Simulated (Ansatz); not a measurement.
# MgIF: complex band structure

Wanted: the relaxed cell of MgIF, its band edges and its decay constants. It is built by putting I for part of the F in the MgF2 structure of space group P4_2/mnm, with the volume rescaled by atomic radii. The parent structure comes from the Materials Project.

Calculated with Ansatz 0.2.0; LDA DFT, plane waves, PAW files, in the first sound run; inputs show where later runs differ.

The structure was built from a prototype and need not be the compound's stable phase.

### Step 1. The structure

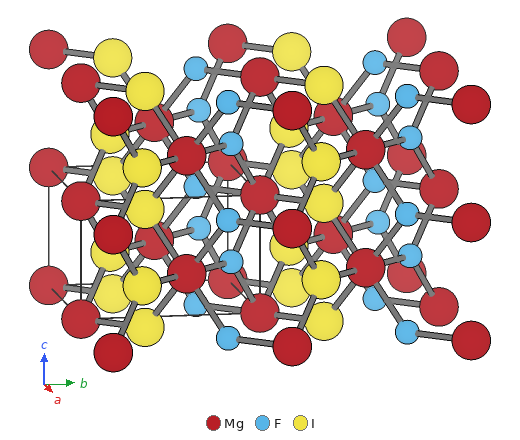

The cell as given, slightly off an axis (magnesium red, fluorine blue, iodine yellow). 2×2×2 cells are drawn. Some periodic images of atoms are drawn too.

### Step 2. Cell and atoms at rest

The substituted atoms don't fit the parent's cell, so cell and atoms relax together. A small smearing keeps the run stable in case the gap closes on the way.

The input, input.yaml:

```yaml
crystal:
  lattice:
    - [5.393968764, 0.0, 0.0]
    - [0.0, 5.393968764, 0.0]
    - [0.0, 0.0, 3.5620690605]
  atoms:
    - { symbol: Mg, position: [0.5, 0.5, 0.5] }
    - { symbol: Mg, position: [0.0, 0.0, 0.0] }
    - { symbol: F, position: [0.69707986, 0.69707986, 0.0] }
    - { symbol: I, position: [0.80292014, 0.19707986, 0.5] }
    - { symbol: I, position: [0.30292014, 0.30292014, 0.0] }
    - { symbol: F, position: [0.19707986, 0.80292014, 0.5] }
kpoints:
  mp_grid: { grid: [4, 4, 6] }
scf:
  occupations: { method: gaussian, width: 0.03 }
hamiltonian:
  xc: lda
output:
  forces: true
  stress: true
relax:
  f_tol: 0.02
  max_steps: 60
  cell: {}
```

Command:

```bash
$ ansatz run input.yaml --threads 2 --pin off --max-ram 4096MiB --backend cpu --events-out ev --progress --plain --runs-dir out
```

Numbers of over 12 decimals in the logs are rounded to 6 here.

What it wrote:

```text
Engine: ansatz 0.2.0, x86_64-unknown-linux-gnu
Pseudopotentials: kind: paw
Pseudopotential: Mg, paw, valence charge 10, recommended cutoff 420 eV (normal), Mg.paw.azcp
Pseudopotential: F, paw, valence charge 7, recommended cutoff 420 eV (normal), F.paw.azcp
Pseudopotential: I, paw, valence charge 17, recommended cutoff 420 eV (normal), I.paw.azcp
Functional definition: SPW92
  exchange = slater_x
  correlation = pw_c
Crystal: 6 atoms, lattice volume = 103.638 Å³
Basis set: ecut = 420 eV, 1967 PW (Γ)
Bands: 41, of which v1, the nominal top of the filled ones, is band 34 counted from 1 (33 counted from 0)
Symmetry: 4 space group operations
Space group: Pmn21 (ITA 31), of the structure as read, at distance tolerance 4.7e-5 Å
k-points: 36 of 96 (time reversal used)
Non-local potential: Mg, projectors of the file, l = 0: 3, l = 1: 2, l = 2: 1
Non-local potential: F, projectors of the file, l = 0: 2, l = 1: 2, l = 2: 1
Non-local potential: I, projectors of the file, l = 0: 2, l = 1: 2, l = 2: 2, l = 3: 2
PAW form: soft (Blöchl's): semilocal exchange-correlation on the pseudo side does not see the compensation charge
PAW frozen core: Mg, regenerated for the run's functional, and the local potential with it (the file was generated under x = pbe(κ = 0.804, μ = 0.219515), c = pbe(β = 0.066725))
PAW frozen core: F, regenerated for the run's functional, and the local potential with it (the file was generated under x = pbe(κ = 0.804, μ = 0.219515), c = pbe(β = 0.066725))
PAW frozen core: I, regenerated for the run's functional, and the local potential with it (the file was generated under x = pbe(κ = 0.804, μ = 0.219515), c = pbe(β = 0.066725))
PAW one-centre angular grid: Mg, 110 points (default); XC on 64 Gauss nodes
PAW one-centre angular grid: F, 110 points (default); XC on 64 Gauss nodes
PAW one-centre angular grid: I, 590 points (default); XC on 64 Gauss nodes
Initial density: superposition of atomic densities (neutral atoms: chi_scale 0, normalization atom), corrected by the library's trained network
Initial wavefunctions: pseudopotential atomic-orbital guess
Functional: x = slater, c = lda
SCF iter   1: F=—  HF=-20103.291236 eV  |F-HF|=—  |Δ(HF+E_count)|=         —  Δρ=1.28e-2  dr2=1.11e-1  ethr=1.77e-3  ⟨swp⟩=9.8  Hψ=7260  notcnv=0  defer=5
preconditioner: auto → Resta (q_TF=auto, 2.543 Å⁻¹)  ε∞=3.8  [insulator: Δε(μ)=2.204 eV  Ē_g=11.440 eV  σ=0.030 eV  W_gap=1.00  n_scr=30 (ndim 8)  ℏωp=19.3 eV  f_vac=0.080  D(μ)=0.00/eV (n_scr^D=0)  ε∞_Penn≈3.8]
SCF iter   2: F=—  HF=-20103.255536 eV  |F-HF|=—  |Δ(HF+E_count)|=   3.57e-2  Δρ=4.31e-3  dr2=7.89e-3  ethr=1.63e-4  ⟨swp⟩=2.8  Hψ=2598  notcnv=0  defer=72
SCF iter   3: F=—  HF=-20103.253234 eV  |F-HF|=—  |Δ(HF+E_count)|=   2.30e-3  Δρ=1.75e-3  dr2=2.47e-3  ethr=1.16e-5  ⟨swp⟩=2.1  Hψ=2287  notcnv=0  defer=72
SCF iter   4: F=—  HF=-20103.252618 eV  |F-HF|=—  |Δ(HF+E_count)|=   6.16e-4  Δρ=4.32e-4  dr2=2.26e-4  ethr=3.64e-6  ⟨swp⟩=2.4  Hψ=1964  notcnv=0  defer=72
SCF iter   5: F=—  HF=-20103.252566 eV  |F-HF|=—  |Δ(HF+E_count)|=   5.16e-5  Δρ=8.97e-5  dr2=1.37e-5  ethr=3.32e-7  ⟨swp⟩=2.0  Hψ=1871  notcnv=0  defer=72
SCF iter   6: F=—  HF=-20103.252565 eV  |F-HF|=—  |Δ(HF+E_count)|=   1.02e-6  Δρ=2.34e-5  dr2=6.94e-7  ethr=2.02e-8  ⟨swp⟩=3.0  Hψ=2557  notcnv=0  defer=72
SCF iter   7: F=-20103.252565 eV  HF=-20103.252565 eV  |F-HF|=8.21e-9  |Δ(HF+E_count)|=   3.18e-7  Δρ=6.73e-6  dr2=4.41e-8  ethr=1.47e-10  ⟨swp⟩=5.0  Hψ=5721  notcnv=0
SCF 1 converged in 7 iterations: F = -20103.252565 eV  dr2 = 4.41e-8
  greatest PAW one-centre occupation: 1.001 electrons in one spin orbital (limit 2), on the Mg atom at site 1 (counted from 0), in its partial waves of l = 1
relax step   1: F+E_penalty+E_count = -20103.25256496 eV  Δ(F+E_penalty+E_count) = +0.000e0 eV  max|allowed force component| = 7.561e0 eV/Å  Δτ_max = 0.0000 Å  P = +29.341 GPa  Ω = 103.638 Å³  (7 SCF iters, dr2 threshold 1.00e-7 eV, accepted)
Crystal: 6 atoms, lattice volume = 112.228 Å³
Basis set: ecut = 420 eV, 2181 PW (Γ)
Initial density: handed on by an earlier stage of this run
Initial wavefunctions: those handed on with the density
iter 1 solved again at ethr=8.44e-4 eV; its pass at ethr=3.10e-3 eV (dr2=5.74e-1 eV) is discarded
SCF iter   1: F=—  HF=-20106.820200 eV  |F-HF|=—  |Δ(HF+E_count)|=         —  Δρ=2.49e-2  dr2=5.72e-1  ethr=8.44e-4  ⟨swp⟩=1.2  Hψ=8609  notcnv=0
preconditioner: auto → Resta (q_TF=auto, 2.510 Å⁻¹)  ε∞=3.8  [insulator: Δε(μ)=1.220 eV  Ē_g=11.172 eV  σ=0.030 eV  W_gap=1.00  n_scr=30 (ndim 8)  ℏωp=18.5 eV  f_vac=0.073  D(μ)=0.00/eV (n_scr^D=0)  ε∞_Penn≈3.8]
SCF iter   2: F=—  HF=-20106.672397 eV  |F-HF|=—  |Δ(HF+E_count)|=   1.48e-1  Δρ=1.31e-2  dr2=1.59e-1  ethr=8.42e-4  ⟨swp⟩=3.6  Hψ=2352  notcnv=0
SCF iter   3: F=—  HF=-20106.626043 eV  |F-HF|=—  |Δ(HF+E_count)|=   4.64e-2  Δρ=6.97e-3  dr2=3.77e-2  ethr=2.34e-4  ⟨swp⟩=3.0  Hψ=2899  notcnv=0  defer=81
SCF iter   4: F=—  HF=-20106.616103 eV  |F-HF|=—  |Δ(HF+E_count)|=   9.94e-3  Δρ=1.05e-3  dr2=8.91e-4  ethr=5.55e-5  ⟨swp⟩=2.1  Hψ=2149  notcnv=0  defer=81
SCF iter   5: F=—  HF=-20106.616021 eV  |F-HF|=—  |Δ(HF+E_count)|=   8.13e-5  Δρ=2.19e-4  dr2=5.64e-5  ethr=1.31e-6  ⟨swp⟩=2.0  Hψ=2187  notcnv=0  defer=81
SCF iter   6: F=—  HF=-20106.616004 eV  |F-HF|=—  |Δ(HF+E_count)|=   1.73e-5  Δρ=5.48e-5  dr2=4.16e-6  ethr=8.30e-8  ⟨swp⟩=2.0  Hψ=2564  notcnv=0  defer=81
SCF iter   7: F=-20106.616004 eV  HF=-20106.616004 eV  |F-HF|=1.39e-7  |Δ(HF+E_count)|=   3.14e-7  Δρ=1.37e-5  dr2=2.55e-7  ethr=8.82e-10  ⟨swp⟩=5.0  Hψ=5680  notcnv=0
SCF 2 converged in 7 iterations: F = -20106.616004 eV  dr2 = 2.55e-7
  greatest PAW one-centre occupation: 1.000 electrons in one spin orbital (limit 2), on the Mg atom at site 0 (counted from 0), in its partial waves of l = 1
relax step   2: F+E_penalty+E_count = -20106.61600416 eV  Δ(F+E_penalty+E_count) = -3.363e0 eV  max|allowed force component| = 3.957e0 eV/Å  Δτ_max = 0.1950 Å  P = +11.547 GPa  Ω = 112.228 Å³  energy of the carried Pulay correction = -1.872e-2 eV  (7 SCF iters, dr2 threshold 6.00e-7 eV, accepted)
Crystal: 6 atoms, lattice volume = 114.981 Å³
Basis set: ecut = 420 eV, 2245 PW (Γ)
iter 1 solved again at ethr=5.65e-4 eV; its pass at ethr=3.10e-3 eV (dr2=3.84e-1 eV) is discarded
SCF iter   1: F=—  HF=-20108.111047 eV  |F-HF|=—  |Δ(HF+E_count)|=         —  Δρ=2.32e-2  dr2=3.83e-1  ethr=5.65e-4  ⟨swp⟩=1.7  Hψ=7697  notcnv=0
preconditioner: auto → Resta (q_TF=auto, 2.500 Å⁻¹)  ε∞=3.8  [insulator: Δε(μ)=0.964 eV  Ē_g=11.015 eV  σ=0.030 eV  W_gap=1.00  n_scr=34 (ndim 8)  ℏωp=18.3 eV  f_vac=0.054  D(μ)=0.00/eV (n_scr^D=0)  ε∞_Penn≈3.8]
[...]
relax step  14: F+E_penalty+E_count = -20109.29463173 eV  Δ(F+E_penalty+E_count) = +7.067e-5 eV  max|allowed force component| = 1.361e-3 eV/Å  Δτ_max = 0.0037 Å  P = -0.003 GPa  Ω = 124.521 Å³  energy of the carried Pulay correction = -1.426e-2 eV  (6 SCF iters, dr2 threshold 7.97e-9 eV, accepted)
relax step  15: F+E_penalty+E_count = -20109.31579840 eV  Δ(F+E_penalty+E_count) = -2.117e-2 eV  max|allowed force component| = 1.308e-3 eV/Å  Δτ_max = 0.0000 Å  P = +0.104 GPa  Ω = 124.521 Å³  stress off target by 3.81e-1 GPa  SCF on the basis re-selected at this cell (its energy is not comparable with the rows above)  (7 SCF iters)
relax step  16: F+E_penalty+E_count = -20109.31690064 eV  Δ(F+E_penalty+E_count) = -1.102e-3 eV  max|allowed force component| = 1.261e-2 eV/Å  Δτ_max = 0.0215 Å  P = +0.013 GPa  Ω = 126.053 Å³  energy of the carried Pulay correction = -3.181e-3 eV  (6 SCF iters, dr2 threshold 3.63e-7 eV, accepted)
relax step  17: F+E_penalty+E_count = -20109.31328215 eV  Δ(F+E_penalty+E_count) = +3.618e-3 eV  max|allowed force component| = 6.110e-2 eV/Å  Δτ_max = 0.0354 Å  P = +0.132 GPa  Ω = 127.813 Å³  energy of the carried Pulay correction = -7.153e-3 eV  (7 SCF iters, dr2 threshold 3.64e-8 eV, accepted)
relax step  18: F+E_penalty+E_count = -20109.31492185 eV  Δ(F+E_penalty+E_count) = -1.640e-3 eV  max|allowed force component| = 4.661e-3 eV/Å  Δτ_max = 0.0133 Å  P = -0.024 GPa  Ω = 127.532 Å³  energy of the carried Pulay correction = -6.497e-3 eV  (5 SCF iters, dr2 threshold 2.33e-7 eV, accepted)
relax step  19: F+E_penalty+E_count = -20109.31528313 eV  Δ(F+E_penalty+E_count) = -3.613e-4 eV  max|allowed force component| = 3.682e-3 eV/Å  Δτ_max = 0.0015 Å  P = +0.004 GPa  Ω = 127.380 Å³  energy of the carried Pulay correction = -6.152e-3 eV  (7 SCF iters, accepted)
relax step  20: F+E_penalty+E_count = -20109.32365204 eV  Δ(F+E_penalty+E_count) = -8.369e-3 eV  max|allowed force component| = 3.348e-3 eV/Å  Δτ_max = 0.0000 Å  P = +0.048 GPa  Ω = 127.380 Å³  stress off target by 1.97e-1 GPa  SCF on the basis re-selected at this cell (its energy is not comparable with the rows above)  (6 SCF iters)
relax step  21: F+E_penalty+E_count = -20109.32319393 eV  Δ(F+E_penalty+E_count) = +4.581e-4 eV  max|allowed force component| = 2.079e-3 eV/Å  Δτ_max = 0.0118 Å  P = +0.025 GPa  Ω = 128.228 Å³  energy of the carried Pulay correction = -1.717e-3 eV  (6 SCF iters, dr2 threshold 9.68e-8 eV, accepted)
relax step  22: F+E_penalty+E_count = -20109.32191359 eV  Δ(F+E_penalty+E_count) = +1.280e-3 eV  max|allowed force component| = 2.989e-3 eV/Å  Δτ_max = 0.0103 Å  P = -0.006 GPa  Ω = 128.977 Å³  energy of the carried Pulay correction = -3.278e-3 eV  (6 SCF iters, dr2 threshold 1.37e-8 eV, accepted)
relax step  23: F+E_penalty+E_count = -20109.32592048 eV  Δ(F+E_penalty+E_count) = -4.007e-3 eV  max|allowed force component| = 3.063e-3 eV/Å  Δτ_max = 0.0000 Å  P = +0.012 GPa  Ω = 128.977 Å³  stress off target by 8.08e-2 GPa  SCF on the basis re-selected at this cell (its energy is not comparable with the rows above)  (5 SCF iters)
relax step  24: F+E_penalty+E_count = -20109.32554297 eV  Δ(F+E_penalty+E_count) = +3.775e-4 eV  max|allowed force component| = 1.255e-2 eV/Å  Δτ_max = 0.0054 Å  P = +0.073 GPa  Ω = 129.241 Å³  energy of the carried Pulay correction = -5.511e-4 eV  (6 SCF iters, dr2 threshold 1.63e-8 eV, accepted)
relax step  25: F+E_penalty+E_count = -20109.32503419 eV  Δ(F+E_penalty+E_count) = +5.088e-4 eV  max|allowed force component| = 5.834e-4 eV/Å  Δτ_max = 0.0031 Å  P = +0.006 GPa  Ω = 129.587 Å³  energy of the carried Pulay correction = -1.202e-3 eV  (6 SCF iters, dr2 threshold 2.54e-8 eV, accepted)
iter 1 solved again at ethr=3.83e-7 eV; its pass at ethr=3.10e-3 eV (dr2=2.61e-4 eV) is discarded
SCF iter   1: F=—  HF=-20109.326399 eV  |F-HF|=—  |Δ(HF+E_count)|=         —  Δρ=1.92e-4  dr2=1.51e-6  ethr=3.83e-7  ⟨swp⟩=3.1  Hψ=10849  notcnv=0
preconditioner: auto → Resta (q_TF=auto, 2.450 Å⁻¹)  ε∞=3.5  [insulator: Δε(μ)=1.527 eV  Ē_g=10.869 eV  σ=0.030 eV  W_gap=1.00  n_scr=34 (ndim 8)  ℏωp=17.3 eV  f_vac=0.096  D(μ)=0.00/eV (n_scr^D=0)  ε∞_Penn≈3.5]
SCF iter   2: F=—  HF=-20109.326441 eV  |F-HF|=—  |Δ(HF+E_count)|=   4.21e-5  Δρ=9.61e-5  dr2=3.95e-7  ethr=2.22e-9  ⟨swp⟩=2.0  Hψ=2286  notcnv=0
SCF iter   3: F=—  HF=-20109.326456 eV  |F-HF|=—  |Δ(HF+E_count)|=   1.47e-5  Δρ=1.89e-5  dr2=7.60e-8  ethr=5.81e-10  ⟨swp⟩=2.0  Hψ=1822  notcnv=0
SCF iter   4: F=—  HF=-20109.326456 eV  |F-HF|=—  |Δ(HF+E_count)|=   3.74e-7  Δρ=5.05e-7  dr2=1.73e-10  ethr=1.12e-10  ⟨swp⟩=2.0  Hψ=1883  notcnv=0
SCF iter   5: F=-20109.326456 eV  HF=-20109.326456 eV  |F-HF|=7.28e-12  |Δ(HF+E_count)|=  1.02e-10  Δρ=1.15e-7  dr2=1.91e-11  ethr=1.00e-12  ⟨swp⟩=5.0  Hψ=5247  notcnv=0
SCF 26 converged in 5 iterations: F = -20109.326456 eV  dr2 = 1.91e-11
relax step  26: F+E_penalty+E_count = -20109.32645646 eV  Δ(F+E_penalty+E_count) = -1.422e-3 eV  max|allowed force component| = 5.526e-4 eV/Å  Δτ_max = 0.0000 Å  P = +0.011 GPa  Ω = 129.587 Å³  stress off target by 4.01e-2 GPa  SCF on the basis re-selected at this cell (its energy is not comparable with the rows above)  (5 SCF iters)
basis re-selected at this cell: Δ(F+E_penalty+E_count) = -1.422e-3 eV, ΔP = +0.005 GPa vs the last step (what re-selecting the basis moved, of the pressure what is left beyond the Pulay correction that the steps carried, after the strain that the cell walked since its last selection, with what the two solves' SCF thresholds leave and, on support functions, any second-order correction that the steps lacked; it is no m [...]
SCF converged after 5 iterations
Free energy (F): -20109.326456 eV
Harris-Foulkes:  -20109.326456 eV  (|F-HF|=7.28e-12)
Internal energy: -20109.326456 eV  (E = F + TS)
E sigma→0 (E₀):  -20109.326456 eV
Fermi energy:    7.382730 eV
--- Per-component energies (eV) ---
  E_band       = -1513.456617
  E_kinetic    = 948.052541
  E_local      = -8524.450129  (includes V_loc(G=0)·N_el)
  E_nonlocal   = 172.443587
  E_hartree    = 3730.855532
  E_xc         = -470.885876
  E_vxc        = -537.671456  (∫ρ·V_xc dr)
  E_paw        = -10238.941450  (= ΣΔE_a)
  E_vpaw       = -1033.546470  (= ΣTr[D̂ρ^β])
  E_aug_tail   = 0.004192  (compensation charges beyond the density's cutoff)
  E_ewald      = -5728.494744
  E_core_change = 2.089892  (= ΣΔE_core)
  E_smearing   = -0.000000  (= −TS)
  E_closure    = 0.000000  (closes the sum)
  Σ components = -20109.326456   (vs F -20109.326456, Δ=0.00e0)
--- Forces (eV/Å), atoms counted from 1 ---
  atom   1  Mg     0.00022868    -0.00055262     0.00000000
  atom   2  Mg     0.00022868     0.00055262     0.00000000
  atom   3  F     -0.00021848     0.00033871     0.00000000
  atom   4  I     -0.00001414    -0.00003949    -0.00000000
  atom   5  I     -0.00001414     0.00003949    -0.00000000
  atom   6  F     -0.00021848    -0.00033871     0.00000000
  max |Σ_I F_I| component: 7.89e-6 eV/Å
--- Stress (GPa, compression-positive) ---
       -0.009639       0.000000       0.000000
        0.000000       0.040122       0.000000
        0.000000       0.000000       0.001828
  P = ⅓ Tr σ = 0.0108 GPa (0.108 kbar)
--- Relaxed structure (21 steps of the walk, 20 accepted, 5 SCFs on fresh bases) ---
  F+E_penalty+E_count = -20109.32645646 eV   max|allowed force component| = 5.526e-4 eV/Å   (the final SCF, on the basis selected at the relaxed cell)
  cell:  # Å, volume = 129.5875 Å³
    - [5.504880, 0, -1.1283127768115958e-17]
    - [0, 6.497413, 0]
    - [-7.45115184884194e-18, 0, 3.623053]
  atoms:
    - { symbol: Mg, position: [0.530240, 0.665609, 0.5] }
    - { symbol: Mg, position: [0.030240, -0.165609, -2.5419391875443784e-18] }
    - { symbol: F, position: [0.721896, 0.672763, -2.08599316952419e-18] }
    - { symbol: I, position: [0.747865, 0.080759, 0.5] }
    - { symbol: I, position: [0.247865, 0.419241, 4.627932357068562e-18] }
    - { symbol: F, position: [0.221896, 0.827237, 0.5] }
```

The job ended after 2.2 min (2 threads of Intel Xeon Platinum 8375C at 2.90GHz (Ice Lake), shared host; peak memory 0.5 GiB; 4.3 min of CPU time).

Relaxation path (22 of 26):

```tsv
step	energy less that of the first step (eV)	largest force component (eV/Å)	pressure (GPa)	volume (Å³)
1	0.0000	7.5609	29.34	103.64
2	-3.3634	3.9573	11.55	112.23
3	-4.7304	1.9738	4.84	114.98
5	-5.8087	0.5094	0.46	115.99
6	-5.9608	0.0761	0.58	118.07
7	-5.9567	0.0722	-0.72	120.11
8	-5.9631	0.0191	0.07	118.71
9	-5.9634	0.0029	0.01	118.67
11	-6.0431	0.0146	0.29	121.44
12	-6.0417	0.0160	-0.16	124.35
13	-6.0421	0.0080	-0.03	124.48
14	-6.0421	0.0014	0.00	124.52
15*	-6.0632	0.0013	0.10	124.52
16	-6.0643	0.0126	0.01	126.05
18	-6.0624	0.0047	-0.02	127.53
19	-6.0627	0.0037	0.00	127.38
20*	-6.0711	0.0033	0.05	127.38
21	-6.0706	0.0021	0.02	128.23
22	-6.0693	0.0030	-0.01	128.98
24	-6.0730	0.0126	0.07	129.24
25	-6.0725	0.0006	0.01	129.59
26*	-6.0739	0.0006	0.01	129.59
```

Relaxation steps marked * repeat the geometry before them on a plane-wave basis chosen anew for their cell, so energy and pressure can jump there. Other such steps can lie between the rows shown. Relaxation step 7 was tried and not accepted.

The run keeps the 4 symmetry operations that it works with, so distortions that break them were not tested.

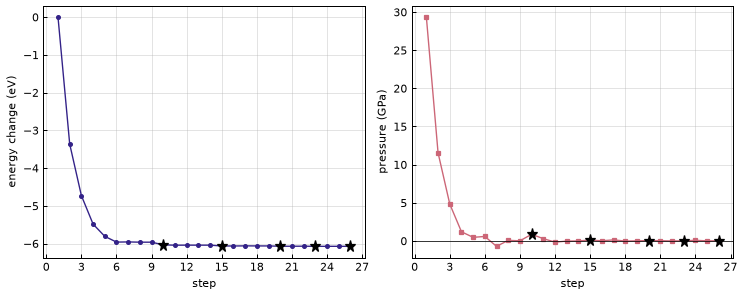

Energy and pressure along the relaxation. Stars mark steps on a basis chosen anew.

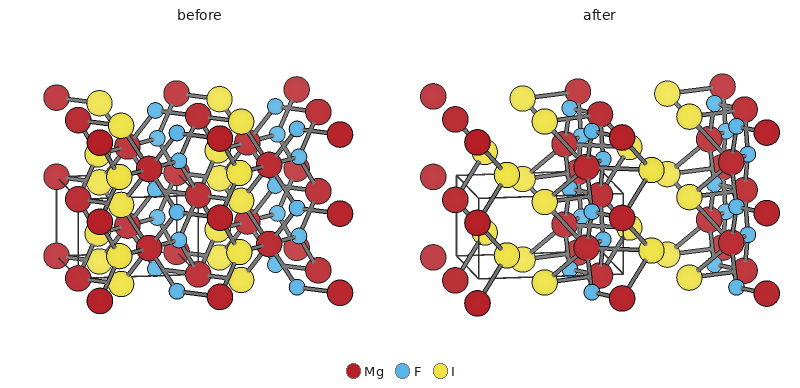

The structure before and after the relaxation, drawn at the same scale. Bonds to atoms that aren't drawn are left out.

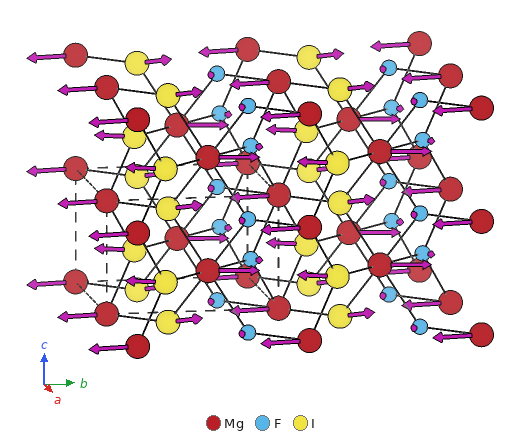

Displacements in the relaxation, exaggerated, measured against the changing cell; the longest in the cell stands for 1.09 Å. 2×2×2 cells are drawn. Some periodic images of atoms are drawn too.

```tsv
cell as run	before	after	change
a (Å)	5.394	5.505	+2.1 %
b (Å)	5.394	6.497	+20.5 %
c (Å)	3.562	3.623	+1.7 %
volume (Å³/atom)	17.27	21.60	+25.0 %
```

The atoms that moved most (Å, as changes of fractional coordinates times the final cell):

```tsv
atom	dx	dy	dz	length
Mg1	0.166	1.076	0.000	1.089
Mg2	0.166	-1.076	0.000	1.089
I4	-0.303	-0.756	0.000	0.814
I5	-0.303	0.756	0.000	0.814
F3	0.137	-0.158	0.000	0.209
F6	0.137	0.158	0.000	0.209
```

The relaxed structure:

```xyz
6
Lattice="5.5049 0.0000 0.0000 0.0000 6.4974 0.0000 0.0000 0.0000 3.6231" Properties=species:S:1:pos:R:3 pbc="T T T"
Mg    2.9189    4.3247    1.8115
Mg    0.1665   -1.0760    0.0000
F     3.9739    4.3712    0.0000
I     4.1169    0.5247    1.8115
I     1.3645    2.7240    0.0000
F     1.2215    5.3749    1.8115
```

This step gave:

* free energy: -20109.3265 eV
* Fermi energy: 7.383 eV
* pressure: 0.01077 GPa

The largest force component on a free atom ends at 5.5e-4 eV/Å.

(Part 1 of 3 ends here.)

[Logs are printed without paths, hosts, clocks, repeated set-up lines and the standing remarks that a program may print on its own settings, such as how far it seeks lower states.]

[Hosts, paths, dates, database ids (printed as entryN), source tags and the programs' standing remarks are cut or masked in the printed files.]
